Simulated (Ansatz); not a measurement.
# A workflow on GeH2ClF (SMILES [F][GeH2][Cl])

We compute a series of 24 runs (HF/STO-3G, UHF/STO-3G, HF/3-21G, UHF/3-21G, HF/6-31G*, UHF/6-31G*, B3LYP/6-31G*, UB3LYP/6-31G*, and more) of ClFGeH2. 

Program for the calculation: Ansatz 0.2.0.

## (1) The structure to begin with

GeH2ClF has 5 atoms, charge 0, and is taken as a singlet. SMILES: `[F][GeH2][Cl]`. The shape is that of a PBE0-D4/def2-TZVP optimisation. The run starts from this shape.

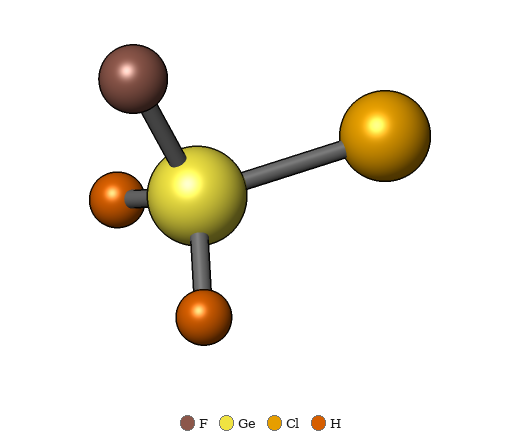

The structure, seen from a chosen angle (fluorine brown, germanium yellow, chlorine amber, hydrogen orange).

## (2) A structure relaxation at HF/STO-3G (start density atoms) (run 1)

The input, molecule.yaml:

```yaml
crystal:
  periodic: [false, false, false]
  atoms:
    - {symbol: F, position_ang: [-0.242000, -0.508000, 1.588600]}
    - {symbol: Ge, position_ang: [0.139900, -0.089200, -0.045500]}
    - {symbol: Cl, position_ang: [-1.390300, 1.244900, -0.698900]}
    - {symbol: H, position_ang: [0.067600, -1.375500, -0.867400]}
    - {symbol: H, position_ang: [1.474700, 0.654200, -0.018300]}
basis:
  gaussian:
    orbitals: STO-3G
output:
  orbitals: {seedname: orbitals}
hamiltonian:
  xc: hf
relax:
  f_tol: 0.002
```

Run with:

```
$ ansatz run molecule.yaml --threads 1 --pin off --max-ram 3480MiB --events-out events.jsonl --progress --plain --runs-dir runs
```

What it wrote:

```text
Warning: RAYON_NUM_THREADS=1 ignored (pool sized by the plan → 1); use --threads N
The last accepted step is kept in runs//last_step.txt (removed where the run ends without a failure and the disk answers)
[... 49 lines left out ...]
Total energy: -70902.29945002 eV, -2605.6114454835 hartree
[... 5 lines left out ...]
Dipole moment:     0.521842    -0.358162    -0.008623 e Å
```

Wall time 7.8 s (1 thread of Arm Neoverse N1, shared host); peak memory 0.1 GiB.

The path in brief:

| step | energy from the first frame kept (eV) | largest force (eV/Å) |
| --- | --- | --- |
| 1 | 0.0000 | 2.0171 |
| 2 | -0.2104 | 0.7490 |
| 3 | -0.2245 | 0.2108 |
| 4 | -0.2244 | 0.2305 |
| 5 | -0.2252 | 0.0045 |
| 6 | -0.2252 | 0.0003 |

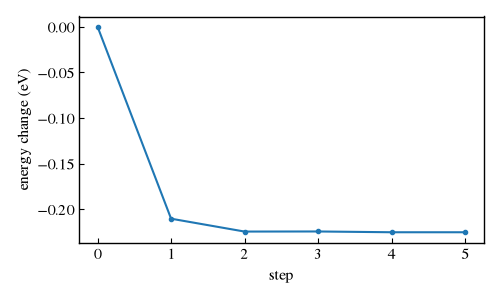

Energy along the run.

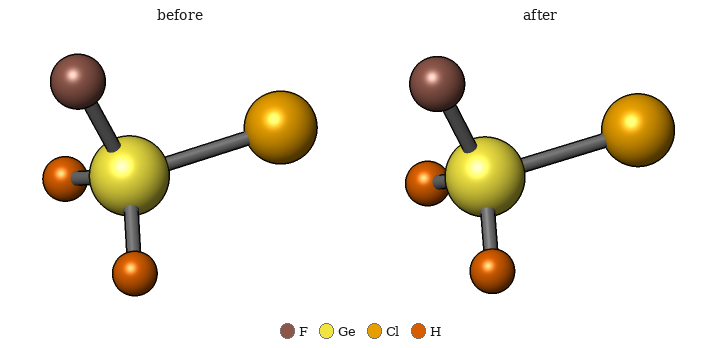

Before and after, at one scale.

After the run. Bond lengths: F1–Ge2 1.682 Å, Ge2–Cl3 2.153 Å, Ge2–H4 1.438 Å, Ge2–H5 1.438 Å. Angles: F1–Ge2–Cl3 106.1°, F1–Ge2–H4 110.3°, F1–Ge2–H5 110.3°, Cl3–Ge2–H4 107.5°, Cl3–Ge2–H5 107.5°, H4–Ge2–H5 114.7°.

## (3) Vibrational wavenumbers at HF/STO-3G (start density atoms) (run 2)

The input, in.yaml:

```yaml
crystal:
  periodic: [false, false, false]
  atoms:
    - {symbol: F, position_ang: [-0.242263, -0.501447, 1.573294]}
    - {symbol: Ge, position_ang: [0.156294, -0.113815, -0.013888]}
    - {symbol: Cl, position_ang: [-1.373840, 1.234863, -0.702147]}
    - {symbol: H, position_ang: [0.102536, -1.287552, -0.842988]}
    - {symbol: H, position_ang: [1.407174, 0.594350, -0.055771]}
basis:
  gaussian:
    orbitals: STO-3G
hamiltonian:
  xc: hf
phonons:
  temperatures: {t_min: 298.15, t_max: 298.15, t_step: 1}
```

Run with:

```
$ ansatz run in.yaml --threads 1 --pin off --max-ram 3480MiB --events-out events.jsonl --progress --plain --runs-dir runs
```

What it wrote:

```text
Warning: RAYON_NUM_THREADS=1 ignored (pool sized by the plan → 1); use --threads N
[... 107 lines left out ...]
Total energy: -70902.29945063 eV, -2605.6114455060 hartree
[... 5 lines left out ...]
Dipole moment:     0.521841    -0.358162    -0.008623 e Å
Vibrations: 226.83 486.01 645.33 733.04 825.99 986.34 1082.38 2436.11 2465.01 cm⁻¹, zero-point energy 0.612918 eV
```

Run time: 12 s. Hardware: 1 thread of Arm Neoverse N1, shared host; peak memory 0.082 GiB.

Runs 3 to 9 aren't shown in full; the table further down has their settings and results.

## (4) The harmonic vibrations at HF/6-31G(d) (Cartesian functions, start density atoms) (run 10)

The input, in.yaml:

```yaml
crystal:
  periodic: [false, false, false]
  atoms:
    - {symbol: F, position_ang: [-0.243932, -0.504848, 1.584189]}
    - {symbol: Ge, position_ang: [0.140486, -0.096437, -0.029235]}
    - {symbol: Cl, position_ang: [-1.393765, 1.247877, -0.700235]}
    - {symbol: H, position_ang: [0.075508, -1.367008, -0.869311]}
    - {symbol: H, position_ang: [1.471603, 0.646817, -0.026907]}
basis:
  gaussian:
    orbitals: "6-31G*"
hamiltonian:
  xc: hf
phonons:
  temperatures: {t_min: 298.15, t_max: 298.15, t_step: 1}
```

Run with:

```
$ ansatz run in.yaml --threads 1 --pin off --max-ram 3480MiB --events-out events.jsonl --progress --plain --runs-dir runs
```

What it wrote:

```text
Warning: RAYON_NUM_THREADS=1 ignored (pool sized by the plan → 1); use --threads N
[... 106 lines left out ...]
Total energy: -71708.39533133 eV, -2635.2349227305 hartree
[... 5 lines left out ...]
Dipole moment:     0.445690    -0.188692    -0.287548 e Å
Vibrations: 208.56 449.64 598.22 714.52 776.53 879.96 938.31 2311.80 2313.30 cm⁻¹, zero-point energy 0.569759 eV
```

Wall time 41 s (1 thread of Arm Neoverse N1, shared host); peak memory 0.13 GiB.

Runs 11 to 23 aren't shown in full; the table further down has their settings and results.

## (5) The harmonic vibrations at MP2/aug-cc-pVDZ (start density atoms) (run 24)

The input, in.yaml:

```yaml
crystal:
  periodic: [false, false, false]
  atoms:
    - {symbol: F, position_ang: [-0.239658, -0.517898, 1.608303]}
    - {symbol: Ge, position_ang: [0.148681, -0.094212, -0.048126]}
    - {symbol: Cl, position_ang: [-1.399606, 1.256963, -0.712292]}
    - {symbol: H, position_ang: [0.067761, -1.372527, -0.868569]}
    - {symbol: H, position_ang: [1.472723, 0.654074, -0.020816]}
basis:
  gaussian: {orbitals: aug-cc-pVDZ}
correlation: {method: mp2}
phonons: {temperatures: {t_min: 298.15, t_max: 298.15, t_step: 1}}
```

Run with:

```
$ ansatz run in.yaml --threads 1 --pin off --max-ram 3480MiB --events-out events.jsonl --progress --plain --runs-dir runs
```

What it wrote:

```text
Warning: RAYON_NUM_THREADS=1 ignored (pool sized by the plan → 1); use --threads N
[... 26 lines left out ...]
15 core orbitals not correlated: weight in the atoms' cores, before any rotation towards them, 1.000 or more for the frozen orbitals, at most 0.000 for the correlated occupied ones
[... 108 lines left out ...]
15 core orbitals not correlated: weight in the atoms' cores, before any rotation towards them, 1.000 or more for the frozen orbitals, at most 0.000 for the correlated occupied ones
[... 103 lines left out ...]
Dipole moment:     0.387522    -0.134577    -0.320502 e Å
[... 1 line left out ...]
Checks for a lower state left out: cluster_reference
```

Wall time 5.3 min (1 thread of Arm Neoverse N1, shared host); peak memory 0.27 GiB.

## (6) The series

| run | level | task | walk f tol | partner | energy (Eh) | dipole moment (D) | wall time |
| --- | --- | --- | --- | --- | --- | --- | --- |
| 1 | HF/STO-3G (start density atoms) | optimise | 0.002 | base | -2605.611445 | 3.04 | 7.8 s |
| 2 | HF/STO-3G (start density atoms) | frequencies | – | base | -2605.611446 | 3.04 | 12 s |
| 3 | UHF/STO-3G (start density atoms) | energy | – | cation | -2605.280286 | – | 3.9 s |
| 4 | UHF/STO-3G (start density atoms) | optimise | – | cation | -2605.328174 | – | 17 s |
| 5 | HF/3-21G (start density atoms) | optimise | 0.002 | base | -2622.802966 | 3.66 | 8.4 s |
| 6 | HF/3-21G (start density atoms) | frequencies | – | base | -2622.802968 | 3.66 | 21 s |
| 7 | UHF/3-21G (start density atoms) | energy | – | cation | -2622.398489 | – | 3.6 s |
| 8 | UHF/3-21G (start density atoms) | optimise | – | cation | -2622.428336 | – | 22 s |
| 9 | HF/6-31G* (Cartesian functions, start density atoms) | optimise | 0.002 | base | -2635.234923 | 2.70 | 20 s |
| 10 | HF/6-31G* (Cartesian functions, start density atoms) | frequencies | – | base | -2635.234923 | 2.70 | 41 s |
| 11 | UHF/6-31G* (Cartesian functions, start density atoms) | energy | – | cation | -2634.830739 | – | 9 s |
| 12 | UHF/6-31G* (Cartesian functions, start density atoms) | optimise | – | cation | -2634.853583 | – | 50 s |
| 13 | B3LYP/6-31G* (Cartesian functions, start density atoms) | optimise | 0.002 | base | -2638.073485 | 2.42 | 33 s |
| 14 | B3LYP/6-31G* (Cartesian functions, start density atoms) | frequencies | – | base | -2638.073485 | 2.42 | 71 s |
| 15 | UB3LYP/6-31G* (Cartesian functions, start density atoms) | energy | – | cation | -2637.652097 | – | 9.6 s |
| 16 | UB3LYP/6-31G* (Cartesian functions, start density atoms) | optimise | – | cation | -2637.657222 | – | 74 s |
| 17 | PBE/def2-SVP (start density atoms) | optimise | 0.002 | base | -2637.226632 | 2.11 | 16 s |
| 18 | PBE/def2-SVP (start density atoms) | frequencies | – | base | -2637.226632 | 2.11 | 32 s |
| 19 | UPBE/def2-SVP (start density atoms) | energy | – | cation | -2636.819877 | – | 26 s |
| 20 | UPBE/def2-SVP (start density atoms) | optimise | – | cation | -2636.821480 | – | 70 s |
| 21 | MP2/6-31G* (Cartesian functions, start density atoms) | optimise | 0.002 | base | -2635.788685 | 2.44 | 27 s |
| 22 | MP2/6-31G* (Cartesian functions, start density atoms) | frequencies | – | base | -2635.788685 | 2.44 | 77 s |
| 23 | MP2/aug-cc-pVDZ (start density atoms) | optimise | 0.002 | base | -2636.014587 | 2.50 | 66 s |
| 24 | MP2/aug-cc-pVDZ (start density atoms) | frequencies | – | base | -2636.014587 | 2.50 | 5.3 min |

## (7) Outcome

```
                                                                             quantity           value
                                                run 24, MP2/aug-cc-pVDZ: total energy  -2636.01459 Eh
                          run 24, MP2/aug-cc-pVDZ: dipole moment (correlated density)          2.50 D
                run 24, MP2/aug-cc-pVDZ: correlation energy (15 core orbitals frozen)      -477.8 mEh
                                    run 24, MP2/aug-cc-pVDZ: largest force on an atom      0.001 eV/Å
                                  run 24, MP2/aug-cc-pVDZ: lowest harmonic wavenumber        188 cm⁻¹
                                 run 24, MP2/aug-cc-pVDZ: highest harmonic wavenumber       2265 cm⁻¹
                                           run 24, MP2/aug-cc-pVDZ: zero-point energy     52.2 kJ/mol
                        vertical ionisation energy (to the doublet cation), HF/STO-3G        9.011 eV
                         vertical ionisation energy (to the doublet cation), HF/3-21G       11.006 eV
                        vertical ionisation energy (to the doublet cation), HF/6-31G*       10.998 eV
                     vertical ionisation energy (to the doublet cation), PBE/def2-SVP       11.068 eV
   adiabatic ionisation energy (to the doublet cation, no zero-point term), HF/STO-3G        7.708 eV
    adiabatic ionisation energy (to the doublet cation, no zero-point term), HF/3-21G       10.194 eV
adiabatic ionisation energy (to the doublet cation, no zero-point term), B3LYP/6-31G*       11.327 eV
adiabatic ionisation energy (to the doublet cation, no zero-point term), PBE/def2-SVP       11.025 eV
```

In words: At HF/STO-3G: removing an electron at fixed nuclei costs 9.01 eV (208 kcal/mol). In a minimal basis such a difference can be off by several eV, whatever the method. At HF/3-21G: the vertical ionisation energy comes to 11.01 eV (254 kcal/mol). At HF/6-31G*: the vertical ionisation energy comes to 11.00 eV (1061 kJ/mol). At PBE/def2-SVP: the vertical ionisation energy comes to 11.07 eV (255 kcal/mol). At HF/STO-3G: the adiabatic ionisation energy (to the doublet cation, no zero-point term) is 7.71 eV (178 kcal/mol). Totals of different functionals can't be ranked against each other. In runs 1, 2, 3, 4 the basis is minimal, so the values are rough. All runs together took 17 min, the longest 5.3 min.
